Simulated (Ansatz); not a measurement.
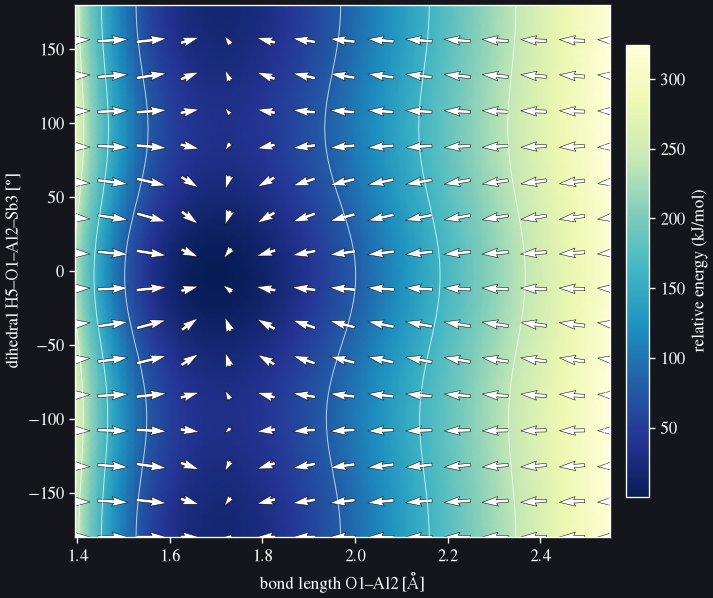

Energy landscape of AlClH3OSb, SMILES [OH][AlH][SbH][Cl]. First axis: bond length O1–Al2. Second axis: dihedral H5–O1–Al2–Sb3. Nothing is relaxed (all other coordinates rigid). Grid: 15 × 15 points. Points are written as (first, second). All energies are given in kJ/mol relative to the relaxed molecule at the same level. The reference is spin-restricted, which grows unreliable where a bond is stretched far. Method: RKS PBE0-D4/def2-SVP (Ansatz 0.2.0).

In the figure: a smooth colour map with a few white contour lines, arrows along the force (downhill), their lengths compressed. Between grid points the surface is interpolated. 

### Where are the wells?

The lowest grid point is at (1.725 Å, −12°), 1.6 kJ/mol from the relaxed molecule at the same level. There is a further well near (1.725 Å, −180°) (17 kJ/mol above the lowest at that grid point). The highest grid point, (2.551 Å, 108°), lies 323 kJ/mol above the lowest. On the interpolated surface the easiest way out of the lowest well to the well at about (1.70 Å, −180°) passes a barrier of about 33 kJ/mol, counted from the interpolated bottom of the well. Round the minimum the two coordinates are nearly uncoupled.

The values on the grid:

```csv
"dihedral H5–O1–Al2–Sb3 ↓, bond length O1–Al2 →",1.395,1.477,1.560,1.643,1.725,1.808,1.890,1.973,2.056,2.138,2.221,2.303,2.386,2.469,2.551
156,260,132,60,28,21,32,54,84,117,152,188,223,257,290,321
132,268,140,68,35,28,38,60,89,122,156,191,226,260,292,323
108,275,147,74,41,34,44,65,93,125,160,195,229,262,294,325
84,275,147,74,41,33,44,65,93,125,159,194,228,262,294,324
60,266,137,65,32,26,36,58,87,120,155,190,224,258,291,321
36,249,122,51,19,13,25,48,78,112,147,183,218,253,286,317
12,235,109,39,8,3,16,39,70,105,141,178,213,248,282,314
−12,233,107,37,6,2,14,38,69,104,140,177,213,248,282,313
−36,245,118,47,16,10,22,45,75,109,145,181,217,251,285,316
−60,261,133,62,29,23,33,55,85,118,153,188,223,257,289,320
−84,272,144,72,38,31,41,63,91,124,158,193,227,261,293,324
−108,274,145,73,40,32,43,64,92,125,159,194,228,262,294,324
−132,267,139,67,34,28,38,60,89,122,156,191,226,260,292,323
−156,259,132,60,28,21,32,54,84,117,152,188,223,257,290,321
−180,256,128,57,25,18,30,52,81,115,150,186,221,256,289,320
```

The whole map (225 points run) took 33 min on 1 thread of Arm Neoverse N1, on a shared host.
